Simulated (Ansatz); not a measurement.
# CH5SeSi: the cost of one run

Method: UKS PBE0-D4/def2-SVP; program: Ansatz 0.2.0.

## Step 1: The system as given

SMILES `C[SiH2][Se]`, 8 atoms, charge 0, spin multiplicity 2.

Atoms are counted from 1 here; the program's logs count them from 0.

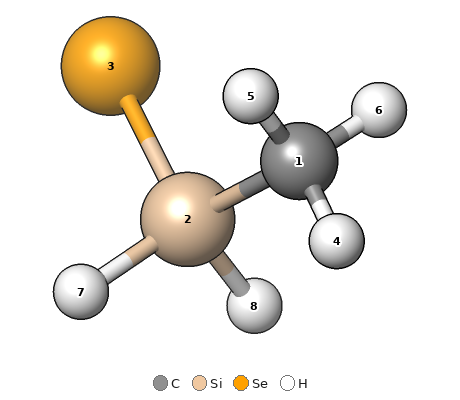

As it starts; carbon grey, silicon light orange, selenium orange, hydrogen white; atoms are numbered from 1 in the order of the file.

As a file:

```xyz
8

C    -0.6338    0.8002   -0.2034
Si    0.5136   -0.6833    0.0026
Se    1.5490   -0.7991    2.0356
H    -1.1413    0.7595   -1.1897
H    -0.0627    1.7484   -0.1460
H    -1.4036    0.8101    0.5933
H     1.5387   -0.7154   -1.1031
H    -0.2678   -1.9775   -0.0451
```

## Step 2: Relaxation

The input, input.yaml:

```yaml
crystal:
  periodic: [false, false, false]
  atoms:
    - { symbol: C, position_ang: [-0.633786, 0.800193, -0.203414] }
    - { symbol: Si, position_ang: [0.513641, -0.683345, 0.00261] }
    - { symbol: Se, position_ang: [1.548959, -0.799077, 2.035621] }
    - { symbol: H, position_ang: [-1.141278, 0.75951, -1.189746] }
    - { symbol: H, position_ang: [-0.062703, 1.748442, -0.146032] }
    - { symbol: H, position_ang: [-1.403649, 0.810074, 0.593322] }
    - { symbol: H, position_ang: [1.538668, -0.715355, -1.10305] }
    - { symbol: H, position_ang: [-0.267753, -1.977543, -0.04511] }
magnetization:
  spin_polarized: true
  initial_magnetization: 1
basis:
  gaussian: { orbitals: def2-SVP }
hamiltonian:
  xc: pbe0
  dispersion: d4
output:
  forces: true
relax:
  f_tol: 0.003
  max_steps: 120
```

Started as:

```
$ ansatz run input.yaml --threads 1 --pin off --max-ram 2560MiB --backend cpu --events-out ev --progress --plain --runs-dir out
```

Q: Estimate wall time and peak memory on 1 thread of Intel Xeon 6975P-C (Granite Rapids), shared host.

About 45 s, with a peak of 0.32 GiB.
